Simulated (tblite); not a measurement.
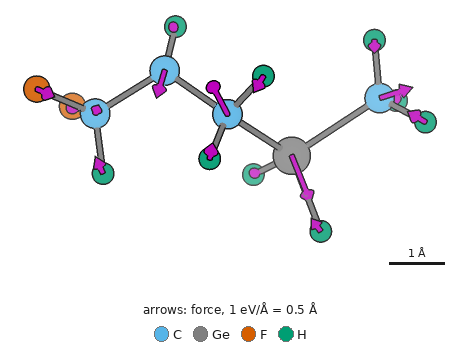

Starting geometry of C4H9F2Ge (multiplicity 2) with the computed forces as purple arrows. A ball-and-stick model, seen at a tilt.

Level of theory: tblite 0.8.0, GFN2-xTB geometry optimisation, gas phase. 

Question: What follows when this structure is relaxed?

Answer: It isn't relaxed: the largest force vector, on a C atom, is 2.82 eV/Å. The final displacements have little in common with the starting forces (cosine between the two patterns 0.17). The atom that moves furthest after the best rigid fit is an H atom (1.89 Å). Largest moves by element: H 1.89 Å, F 1.86 Å, C 0.88 Å, Ge 0.35 Å. Near-neighbour distances that change, for instance: C–Ge 1.917 → 2.061 Å, Ge–H 1.574 → 1.520 Å, C–F 1.400 → 1.348 Å, C–H 1.134 → 1.088 Å. Bond angles that change, for instance: Ge–C–C 118.0° → 111.8°, C–Ge–H 104.7° → 110.6°, C–C–H 106.9° → 111.8°. Groups turn about C–C by about 65°, C–Ge by about 55°, C–Ge by about 45°. After 180 geometry steps the energy has fallen by 58.9 kJ/mol. Cost: 1.1 s on 1 thread of Arm Neoverse V1, on a shared host.
